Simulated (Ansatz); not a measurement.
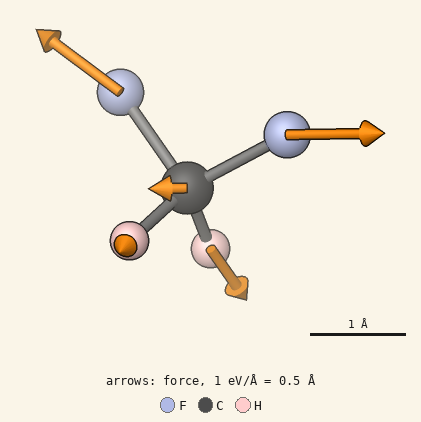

Starting geometry of CH$_{2}$F$_{2}$ (coarse preliminary run) with the computed forces as orange arrows. Style: ball-and-stick. Shown at a tilt.

The start comes from a force field.

Method: RKS PBE-D4/def2-SVP (Ansatz). Set-up: force threshold 0.03 eV/Å; at most 200 steps.

> Is this structure relaxed? If not, where do the atoms go?

It isn't relaxed: the largest force vector, on an F atom, is 2.41 eV/Å. The final displacements follow the starting forces only in part (cosine between the two patterns 0.85). Over 2 geometry steps the energy falls by 4.37 kcal/mol. Largest force component: 2.3 eV/Å at the start, 0.026 eV/Å at the end. The largest move after the best rigid fit is that of an F atom, 0.075 Å. Largest moves by element: F 0.075 Å, H 0.052 Å, C 0.024 Å. Among the contacts that change: C–F 1.314 → 1.360 Å, C–H 1.072 → 1.115 Å, C–H 1.099 → 1.115 Å. Among the angles between lasting bonds that change: F–C–F 104.8° → 109.5°, F–C–H 113.0° → 109.0°, F–C–H 112.4° → 109.0°.
